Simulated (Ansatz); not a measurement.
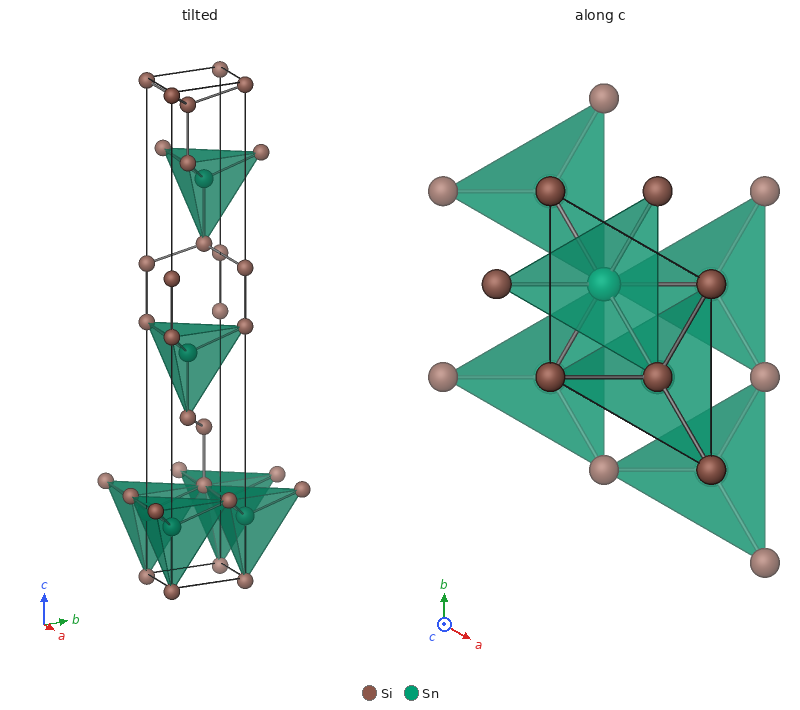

Polyhedral drawing of the structure, looking slightly off an axis and along the c axis. The edges of the conventional unit cell are marked. Some neighbours outside the box are added.

Si₃Sn, space group R3m (No. 160), a = 4.048 Å, b = 4.048 Å, c = 19.901 Å, α = 90.00°, β = 90.00°, γ = 120.00°. The structure was taken from a structure type filled with these elements by a generator (whether the compound takes this form wasn't checked). Earlier steps of the study, as a rule a relaxation of our own, may have changed the cell and positions, so they can lie some per cent off the listed ones. Ansatz was used for an electronic-structure calculation on it.

This one geometry was computed with Ansatz (DFT, plane waves, PAW) at four levels of theory: r2SCAN, PBE with spin-orbit coupling, PBE and PBE0. It was relaxed beforehand with r2SCAN.

**Which level gives the highest pressure at this volume, and what does that say about its equilibrium volume?**

Highest: PBE with spin-orbit coupling (1.4 GPa) and PBE (1.5 GPa), which points to the largest equilibrium volume. Lowest, with the smallest volume: r2SCAN (0.0 GPa) and PBE0 (-0.5 GPa). Levels within 0.5 GPa of each other can't be told apart.

**How does the band gap change with the level of theory?**

PBE with spin-orbit coupling: a gap of 0.09 eV, indirect; PBE: a gap of 0.20 eV, indirect; r2SCAN: a gap of 0.35 eV, indirect; PBE0: a gap of 1.30 eV, indirect.

**Collect the results in a table.**

| level | cutoff (eV) | k-mesh of the run's cell | gap (eV) | pressure (GPa) |
| --- | --- | --- | --- | --- |
| r2SCAN | 500 | 8×8×8 | 0.35 | 0.0 |
| PBE with spin-orbit coupling | 420 | 8×8×8 | 0.09 | 1.4 |
| PBE | 420 | 8×8×8 | 0.20 | 1.5 |
| PBE0 | 420 | 6×6×6 | 1.30 | -0.5 |

Gaps are taken on the k-mesh or band path of each run.
